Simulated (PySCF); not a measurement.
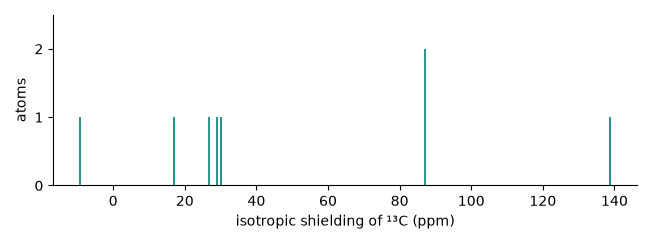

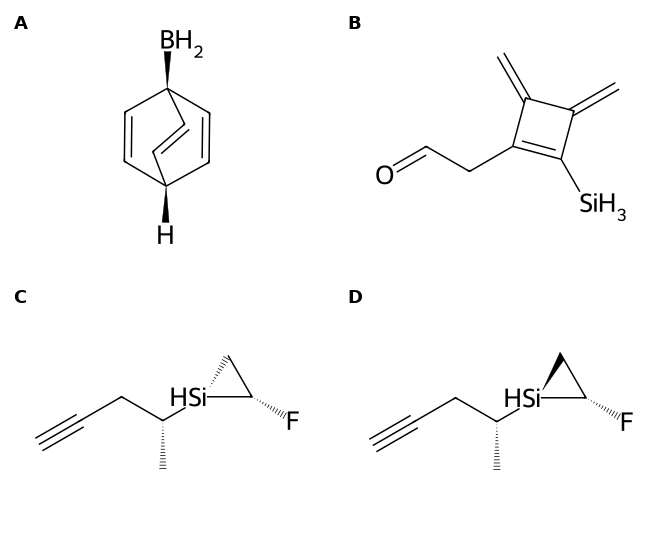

The sticks are computed shieldings of one of the molecules, for one fixed geometry (GFN2-xTB) without averaging over rotations. Low shielding means a high chemical shift. Method: GIAO PBE0/pcSseg-1 NMR shielding, non-relativistic, gas phase (PySCF 2.14.0).

Question: Match the spectrum to a structure.

Answer: B, `C=C1C(=C)C(CC=O)=C1[SiH3]`. Its 8 C atoms give lines at −9.4, 17.1, 26.7, 29.1, 30.1, 87.1 (2 atoms), 138.9 ppm.

The geometry is semi-empirical. Around B, Si such bond lengths and angles can be off by a tenth of an ångström or more and by several degrees, and values that hang on the shape move with them.
